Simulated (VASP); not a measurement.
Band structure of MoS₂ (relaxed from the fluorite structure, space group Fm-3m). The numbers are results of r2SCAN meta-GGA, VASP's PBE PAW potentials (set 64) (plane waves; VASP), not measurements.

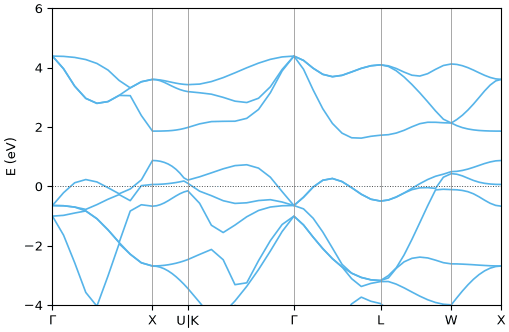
Figure. Bands along high-symmetry lines, zero at the valence-band maximum or, without a gap, the Fermi level

### Question
Read the plot: is there a gap, and where are the band edges?

### Answer
It has no gap at this level: it comes out as a metal or semimetal.

The structure was generated: MoS2 was put into the fluorite type (Fm-3m), which need not be its known phase. It was relaxed first, which changed the volume by -6 %.
